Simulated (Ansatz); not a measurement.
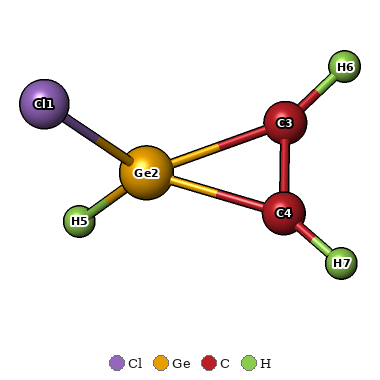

The system is C2H3ClGe, SMILES [Cl][GeH]1[CH]=[CH]1; the picture shows the reference structure. The first coordinate is: bond length C4–H7; the second: angle H7–C4–Ge2. Nothing is relaxed (all other coordinates rigid). The grid has 13 × 13 points. Energies are in kcal/mol, from the lowest grid point. These are results of Ansatz 0.2.0, RKS PBE0-D4/def2-TZVP, not measurements.

Its coordinates:

```xyz
7

Cl   -1.8939   -1.8428   -0.4927
Ge   -0.7233   -0.0404   -0.5767
C     0.3236    0.4638    0.9117
C     1.0862   -0.0758   -0.0385
H    -1.3443    0.8932   -1.6053
H     0.4768    0.8541    1.9116
H     2.1362   -0.3200   -0.1559
```

Range: bond length C4–H7 from 0.933 to 1.518 Å; angle H7–C4–Ge2 from 119.3 to 179.0°.

Predict the map.

Answer. The lowest grid point is at bond length C4–H7 = 1.079 Å, angle H7–C4–Ge2 = 154.1°. No other kind of well shows on this grid. The highest grid point, bond length C4–H7 = 1.518 Å, angle H7–C4–Ge2 = 119.3°, lies 51.7 kcal/mol above the lowest. Round the minimum the two coordinates are nearly uncoupled.

```tsv
angle H7–C4–Ge2 ↓, bond length C4–H7 →	0.933	0.981	1.030	1.079	1.128	1.176	1.225	1.274	1.323	1.372	1.420	1.469	1.518
179.0	21.5	14.1	9.9	8.4	8.8	10.7	13.6	17.4	21.7	26.4	31.1	36.1	41.1
174.0	18.3	10.9	6.8	5.3	5.7	7.7	10.7	14.5	18.9	23.7	28.5	33.5	38.7
169.1	15.8	8.4	4.4	2.9	3.5	5.4	8.5	12.4	16.9	21.7	26.6	31.7	36.9
164.1	14.0	6.7	2.7	1.3	1.9	3.9	7.0	11.0	15.5	20.4	25.4	30.5	35.8
159.1	12.9	5.6	1.6	0.3	0.9	3.0	6.2	10.2	14.8	19.8	24.8	30.0	35.3
154.1	12.5	5.2	1.3	0.0	0.7	2.8	6.1	10.2	14.8	19.8	24.8	30.1	35.4
149.2	12.7	5.5	1.6	0.3	1.1	3.2	6.6	10.7	15.3	20.4	25.5	30.8	36.1
144.2	13.5	6.3	2.5	1.3	2.1	4.3	7.6	11.8	16.5	21.5	26.7	32.0	37.4
139.2	14.9	7.8	3.9	2.8	3.6	5.9	9.3	13.5	18.2	23.3	28.5	33.8	39.2
134.3	16.7	9.7	5.9	4.8	5.7	8.0	11.4	15.6	20.4	25.6	30.8	36.1	41.6
129.3	19.1	12.1	8.4	7.3	8.2	10.6	14.1	18.4	23.2	28.4	33.6	39.0	44.5
124.3	22.0	15.0	11.3	10.3	11.3	13.7	17.2	21.6	26.5	31.7	36.9	42.4	47.9
119.3	25.2	18.3	14.6	13.7	14.7	17.2	20.8	25.2	30.2	35.4	40.7	46.2	51.7
```

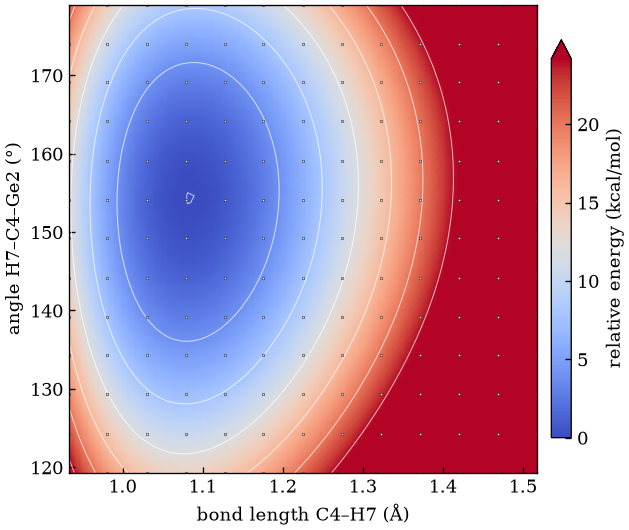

The picture shows a smooth colour map with a few white contour lines, dots at the grid points, one colour for all values above the top of the scale. Between grid points the surface is interpolated.

Each point was launched as `ansatz run input.yaml --threads 1 --pin off --max-ram 2560MiB --backend cpu --events-out ev --progress --plain --runs-dir out`. Time for the 169 points that were run: 27 min on 1 thread of Arm Neoverse V2, with other jobs on the host.
